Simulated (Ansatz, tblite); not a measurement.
**(F2Al-mu-F)3 (Al₃F₉): a ladder of methods and basis sets**

Aim: run the singlet of (F2Al-mu-F)3 (Al₃F₉) at one geometry on many levels, and compare frontier levels, spin and run time.

Computed with Ansatz 0.2.0, Gaussian basis. Level: as each input shows.

The runs, in order: GFN1-xTB, GFN2-xTB, PBE-D4/def2-TZVP, r2SCAN-D4/def2-TZVP, LC-ωPBE/def2-TZVP, B97M-V/def2-TZVP, PBE-D4/def2-SVP, PBE0-D4/def2-SVP, HF/STO-3G, HF/6-31G, B3LYP-D4/6-31G, MP2/def2-SVP, RPA/def2-SVP.

2 further runs of the same task are left out: 2 set aside as unsound or not needed. Runs told in other sessions of the task aren't counted.

### 1 The relaxed structure

The geometry is that of the singlet, from an earlier relaxation (PBE0-D4/def2-SVP).

12 atoms, charge 0, spin multiplicity 1.

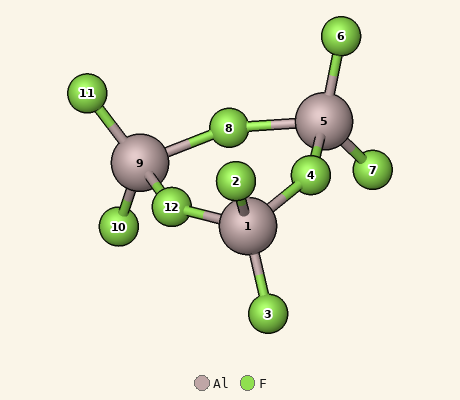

The geometry (aluminium light grey, fluorine green); atoms are numbered from 1 in the order of the file.

Geometry (Å):

```xyz
12
charge 0, multiplicity 1
Al   -1.40266    1.40157   -0.01073
F    -1.43223    2.43607   -1.28840
F    -2.44030    1.42889    1.26443
F     0.27049    1.33675    0.62503
Al    1.75574    0.36093    0.84796
F     2.94006    0.99523   -0.09995
F     1.90236   -0.00129    2.44507
F     1.06100   -1.06065    0.00876
Al   -0.35283   -1.76227   -0.83780
F    -0.99906   -2.93506    0.11635
F     0.02584   -1.92705   -2.42932
F    -1.32840   -0.27313   -0.64140
```

PBE0-D4/def2-TZVP was run before; its log isn't repeated, and its numbers join the tables.

### 2 GFN1-xTB

Tight binding, by tblite at 300 K electronic temperature and without a spin-polarisation term:

```python
tblite.interface.Calculator('GFN1-xTB', numbers, positions, charge=0, uhf=0).singlepoint()
```

Energy -1383.3465 eV, HOMO -14.53 eV, LUMO -9.81 eV; 0.011 s.

### 3 GFN2-xTB

Tight binding, by tblite at 300 K electronic temperature and without a spin-polarisation term:

```python
tblite.interface.Calculator('GFN2-xTB', numbers, positions, charge=0, uhf=0).singlepoint()
```

Energy -1269.2932 eV, HOMO -14.56 eV, LUMO -5.38 eV; 0.011 s.

### 4 PBE-D4/def2-TZVP

start.molden holds the orbitals of an earlier run on this state, given as this run's starting guess.

Input file in.yaml:

```yaml
crystal:
  periodic: [false, false, false]
  atoms:
    - {symbol: Al, position_ang: [-1.402659, 1.401571, -0.010735]}
    - {symbol: F, position_ang: [-1.432233, 2.436071, -1.288397]}
    - {symbol: F, position_ang: [-2.440302, 1.428894, 1.264430]}
    - {symbol: F, position_ang: [0.270493, 1.336745, 0.625032]}
    - {symbol: Al, position_ang: [1.755743, 0.360934, 0.847955]}
    - {symbol: F, position_ang: [2.940063, 0.995232, -0.099946]}
    - {symbol: F, position_ang: [1.902359, -0.001288, 2.445069]}
    - {symbol: F, position_ang: [1.060996, -1.060653, 0.008763]}
    - {symbol: Al, position_ang: [-0.352831, -1.762267, -0.837798]}
    - {symbol: F, position_ang: [-0.999058, -2.935056, 0.116346]}
    - {symbol: F, position_ang: [0.025842, -1.927054, -2.429325]}
    - {symbol: F, position_ang: [-1.328404, -0.273130, -0.641395]}
basis:
  gaussian: {orbitals: def2-TZVP, initial_orbitals: start.molden}
hamiltonian: {xc: pbe, dispersion: d4}
scf: {omitted_lower_state_checks: [starts]}
output: {forces: true, orbitals: {seedname: orbitals}}
```

Command:

```
$ ansatz run in.yaml --threads 4 --pin off --events-out ev --progress --plain --max-ram 6963MiB
```

The runs that follow: r2SCAN-D4/def2-TZVP; LC-ωPBE/def2-TZVP; B97M-V/def2-TZVP; PBE-D4/def2-SVP; PBE0-D4/def2-SVP; HF/STO-3G; HF/6-31G; B3LYP-D4/6-31G; MP2/def2-SVP; RPA/def2-SVP.

Q: Predict the results of all the runs planned. Wanted: gap in def2-TZVP, named functionals, smallest and largest; correlation energy, MP2/def2-SVP; binding an atom, functionals in def2-TZVP; PBE0 total energy, smallest basis above largest.

The runs gave:

```
                                                 quantity                                  value
gap in def2-TZVP, named functionals, smallest and largest   7.40 eV (PBE-D4), 15.59 eV (LC-ωPBE)
                         correlation energy, MP2/def2-SVP                              -50.42 eV
                binding an atom, functionals in def2-TZVP  4.79 (PBE0-D4) to 4.94 eV (r2SCAN-D4)
          PBE0 total energy, smallest basis above largest         37.73 eV (def2-SVP, def2-TZVP)
```

In words: Over the named functionals in def2-TZVP the gap runs from 7.40 eV (PBE-D4) to 15.59 eV (LC-ωPBE); exact exchange widens it.
